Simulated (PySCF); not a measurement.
# CCl$_{2}$, SMILES `Cl[C]Cl`: electronic structure

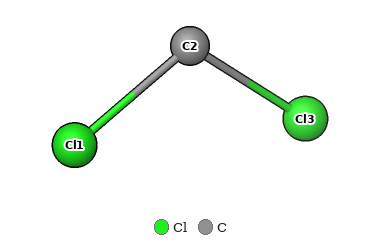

The molecule, with its atoms numbered as below. No frequency check shows the geometry to be a minimum.

Cartesian coordinates (Å):

```
Cl1      1.3938    0.1386    0.0000
C2      -0.0001   -0.7855    0.0000
Cl3     -1.3938    0.1386    0.0000
```

### 1. Bonding charge

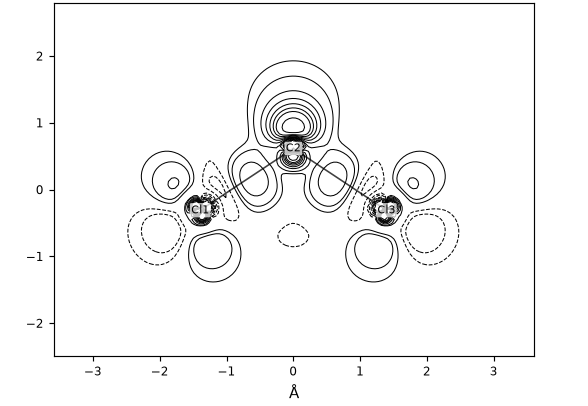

Deformation density (molecule less spherical, spin-averaged free atoms) in the molecular plane; contours at ±0.05 to ±0.8 e/Å³; solid lines: gain, dashed lines: loss.

PySCF calculation, B3LYP/6-311+G**, gas phase; geometry: GFN2-xTB.

> Describe the bonding that the map shows.

C2–Cl3 and Cl1–C2: +0.29 e/Å³ at the bond critical point (bond length 1.67 Å). In all, 0.8 electrons gather in the regions of gain relative to the promolecule.

> Where do the Hirshfeld charges lie?

The highest Hirshfeld charge is on Cl1 and Cl3 (+0.04 e), the lowest on C2 (−0.08 e).

### 2. Local ionisation energy

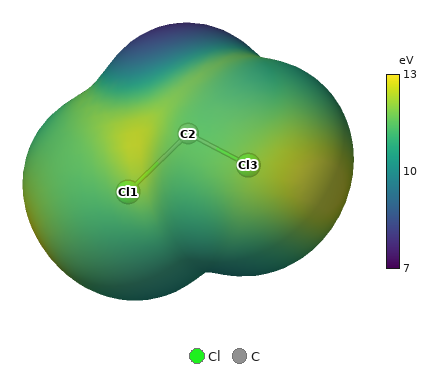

Average local ionisation energy on the surface of electron density 0.001 a.u.

> Where are the most loosely bound electrons on this surface?

The lowest value is 7.8 eV, 2.2 Å from C2. Further minima include 10.0 eV, 2.2 Å from Cl1; 10.7 eV, 2.1 Å from Cl1, and at like points elsewhere. For comparison, the highest occupied orbital lies at −7.0 eV.

### 3. Excited states

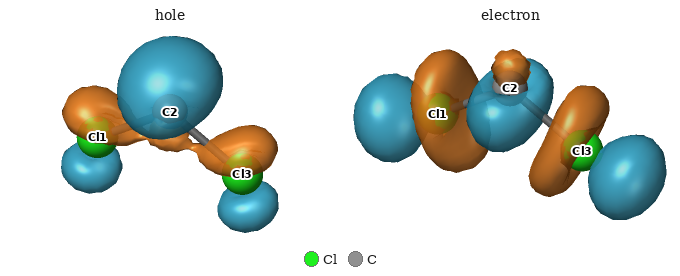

Leading natural transition orbital pair of S₃ (TDA singlet states); the surfaces enclose about 70 % of each orbital's density.

Level of theory: CAM-B3LYP/cc-pVDZ (PySCF), at a geometry from GFN2-xTB. Without diffuse functions Rydberg states are missing, so the states' numbers hold for this basis only.

> What kind of excitation is it, and where does it lie?

6.20 eV (200 nm), f = 0.016, σ or n → σ*; the leading pair carries 94 %; hole on C2 (58 %) and Cl1 and Cl3 (21 % each), electron on C2 (36 %) and Cl1 and Cl3 (32 % each); their centroids lie 0.6 Å apart. In canonical orbitals it is mainly HOMO → LUMO+1 (94 %). The HOMO–LUMO gap is 6.67 eV.

### 4. In an electric field

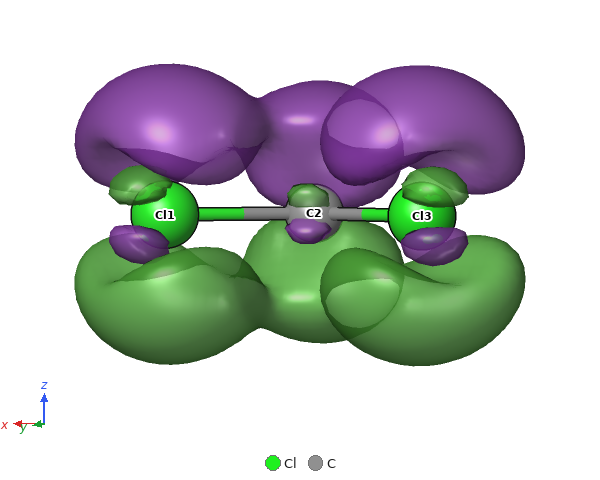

Change of the electron density in a uniform field of 0.26 V/Å, surfaces at ±0.0015 e/Å³ (purple: gain, green: loss).

Level of theory: ωB97X/aug-cc-pVDZ (PySCF), at a geometry from GFN2-xTB.

> Along which Cartesian direction does the field point?

Along −z: electrons gather on the +z side, against the field.

> How large is the response?

The induced dipole is 0.38 D (along the field); α along this axis, from the fields in both directions, is 30 bohr³ (4.4 Å³).

> Which atoms gain and lose the most charge?

Hardly any: no atom's Hirshfeld charge changes by as much as 0.002 e. The density shifts from one side of each atom to the other; 0.041 electrons are displaced in all.

### 5. Removing or adding an electron

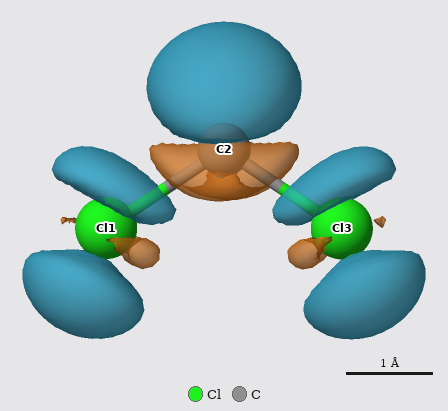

Fukui function f⁻ = ρ(N) − ρ(N−1) at fixed geometry, surfaces at ±0.03 e/Å³ (light blue positive, orange negative).

Computed with PySCF, BP86/6-31+G*, geometry: GFN2-xTB. This is a single-reference result, which may miss multireference character in this system.

> Which atoms respond most to the removal of an electron?

f⁻ (Hirshfeld-condensed) is largest on C2 (0.34) and Cl1 and Cl3 (0.33 each); the vertical ionisation energy is 9.50 eV. Condensed values hint at sites of electrophilic attack but needn't mark the atom that reacts. Shares this close don't rank the sites. Orbital relaxation makes it negative in places (0.12 e in all).

### 6. Stretching a bond

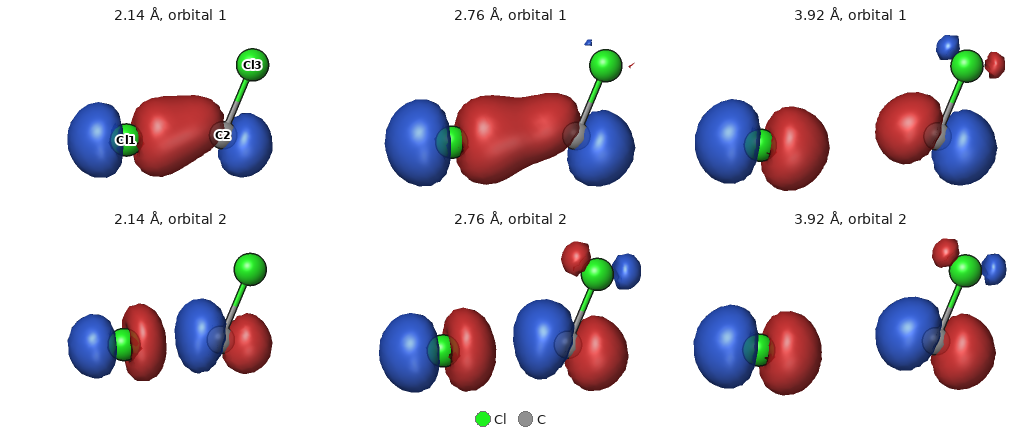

Rigid stretch of the Cl1–C2 bond. The two CASSCF(2,2) natural orbitals nearest half filling (orbital 1 the more occupied).

Computed with PySCF, def2-SVP basis, geometry: GFN2-xTB.

> How do the occupations change along the stretch?

2.14 Å: 1.90 and 0.10; 2.76 Å: 1.61 and 0.39; 3.92 Å: 1.12 and 0.88. At the longest distance computed (4.98 Å) they are 1.02 and 0.98, and the effective number of unpaired electrons is 2.0.

UHF already breaks spin symmetry near equilibrium here (⟨S²⟩ = 0.57 at 1.78 Å), for reasons apart from this bond.

> How much energy does the stretch cost?

By CASSCF, 2.3 eV from the lowest point of the scan (1.78 Å) to 4.98 Å; RHF gives 6.1 eV from its own lowest point. The fragments aren't relaxed and dynamic correlation is missing, so this isn't a bond dissociation energy.
